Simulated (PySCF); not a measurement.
# C6H13NOSi (SMILES [SiH3]O/C=C/N1CCCC1): what the fields show

```xyz
22

Si    3.9380    0.4455    0.7170
O     2.9890    0.9954   -0.5392
C     1.6487    0.8055   -0.7132
C     0.8239    0.2633    0.2062
N    -0.5309    0.0891    0.0704
C    -1.3104   -0.7516    0.9562
C    -2.5341   -1.1158    0.1175
C    -2.6760    0.0744   -0.8281
C    -1.2265    0.4228   -1.1456
H     5.3305    0.8368    0.3738
H     3.5349    1.0686    2.0165
H     3.8225   -1.0402    0.8545
H     1.2999    1.1602   -1.6854
H     1.2271   -0.0681    1.1699
H    -1.6035   -0.2104    1.8786
H    -0.7458   -1.6465    1.2718
H    -2.3292   -2.0302   -0.4630
H    -3.4302   -1.3028    0.7267
H    -3.1588    0.9185   -0.3091
H    -3.2693   -0.1484   -1.7264
H    -1.0892    1.4888   -1.4036
H    -0.8427   -0.1654   -2.0081
```

Geometry: PBE0-D3(BJ)/def2-SVP.

Computed with PBE0/pcSseg-1, SCF density, gas phase, non-relativistic in PySCF.

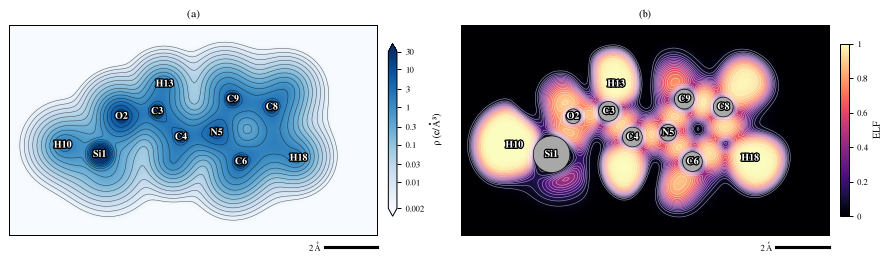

Figure 1. (a) electron density; (b) ELF on the plane of atoms Si1, O2 and C3. Grey discs cover the atomic cores in the ELF map.

Question: Read the bonding off the picture.

Answer: The plane passes through Si, O, C, N and H nuclei. C–C (1.35 Å): the density is about 2.2 e/Å³ at the midpoint; the ELF peaks at about 0.95 between the atoms (a covalent bond). C–O (1.36 Å): ρ at the midpoint is about 2.2 e/Å³, with its minimum of 1.9 e/Å³ about 0.5 Å from C; the ELF peaks at about 0.90 between the atoms, as expected for a shared but strongly polarised pair. C–N (1.37 Å): the density is about 2.2 e/Å³ at the midpoint; the ELF peaks at about 0.95 between the atoms, as expected for localised, covalent bonding. Si–O (1.67 Å): ρ at the midpoint is about 1.1 e/Å³; the ELF peaks at about 0.85 between the atoms, as expected for a shared but strongly polarised pair. C–H (1.09 Å): ρ is about 2 e/Å³ halfway; the ELF climbs to about 1 towards the hydrogen, as it does in any bond to H: a covalent bond by its length. The ELF also peaks beside O2, away from the bonds: lone-pair regions.

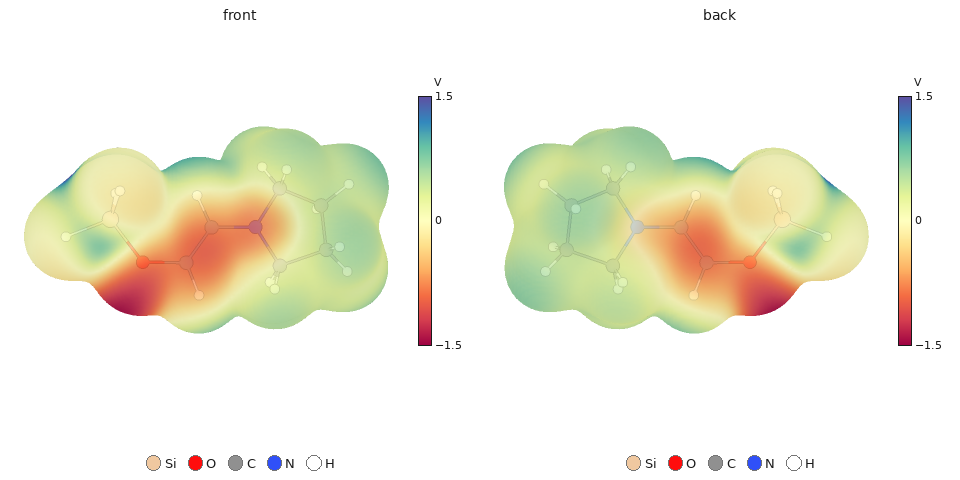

Figure 2. The molecular electrostatic potential painted on the density surface at 0.002 e/bohr³, seen from the front and from behind; the colour scale runs from red (negative) to blue (positive).

Question: Describe the electrostatic potential map.

Answer: The most negative region (about −1.4 V, or −32 kcal/mol for a unit charge) lies over O2, the most positive (about +1.4 V, or +32 kcal/mol for a unit charge) over Si1. O2 is the likeliest acceptor of a hydrogen bond.

Question: How polar is the molecule by this calculation?

Answer: Its dipole moment is 2.46 D.
